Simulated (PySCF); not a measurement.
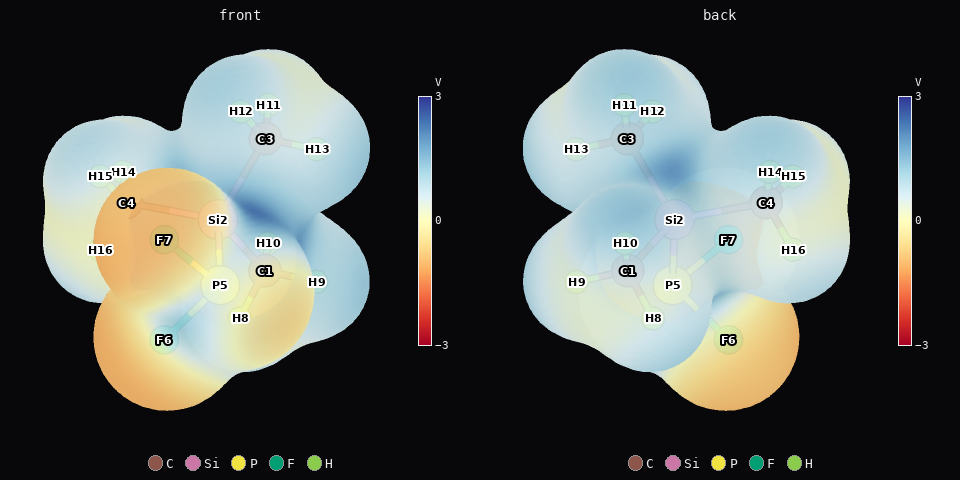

The picture shows: C$_{3}$H$_{9}$F$_{2}$PSi (SMILES C[Si](C)(C)P(F)F). The molecular electrostatic potential painted on the density surface at 0.004 e/bohr³, seen from the front and from behind; the colour scale runs from red (negative) to blue (positive).

Geometry: GFN2-xTB.

The calculation used CAM-B3LYP/def2-SVPD, SCF density, gas phase in PySCF 2.14.0.

```csv
atom,x (Å),y (Å),z (Å)
C,-1.2627,-1.4518,-0.3774
Si,-0.0271,-0.0754,0.0864
C,1.4525,-0.7638,1.0723
C,0.5277,0.9367,-1.4345
P,-1.1649,1.3209,1.5556
F,-2.1129,1.9946,0.4035
F,-0.0528,2.5210,1.4989
H,-2.1392,-1.0440,-0.8723
H,-1.6030,-1.9888,0.5034
H,-0.8087,-2.1734,-1.0490
H,2.0340,-1.4551,0.4712
H,2.1157,0.0328,1.3958
H,1.1218,-1.2959,1.9595
H,1.0663,0.3254,-2.1529
H,1.1769,1.7545,-1.1336
H,-0.3314,1.3712,-1.9386
```

**Where is the surface potential most negative and most positive?**

The most negative region (about −1.0 V) lies over F6 and F7, the most positive (about +2.3 V) over P5.

**What dipole moment does the calculation give?**

Its dipole moment is 3.03 D.
